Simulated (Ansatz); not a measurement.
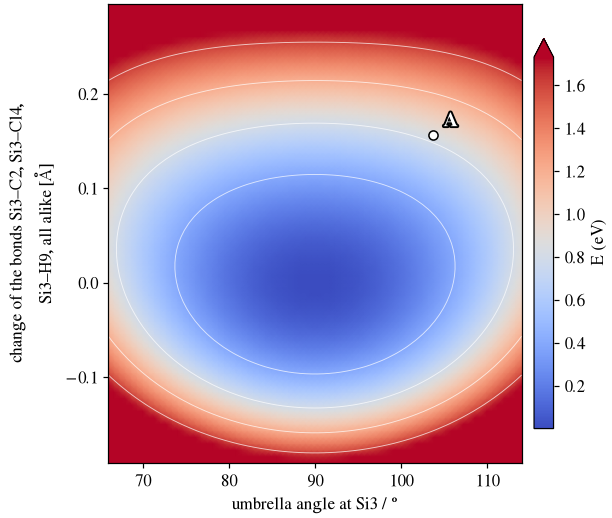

CH₅ClSi₂, SMILES [SiH3]C=[SiH]Cl. First axis: umbrella angle at Si3 (between each of its bonds and their common axis; 90 is planar). Second axis: change of the bonds Si3–C2, Si3–Cl4, Si3–H9, all alike. Nothing is relaxed (all other coordinates rigid). The grid has 15 × 15 points. Points are written as (first, second). Energies are in eV, from the relaxed molecule at the same level. Method: RKS SPW92 (LDA)/def2-TZVP in Ansatz 0.2.0.

The picture shows a smooth colour map with a few white contour lines, one colour for all values above the top of the scale, the point A. Between grid points the surface is interpolated.

### Is A at rest? If not, where is it pushed?

A, at (103.7°, 0.156 Å), is not a stationary point. The computed force is 0.024 eV for each degree towards smaller values of the first coordinate and 7.1 eV for each Å towards smaller values of the second coordinate.
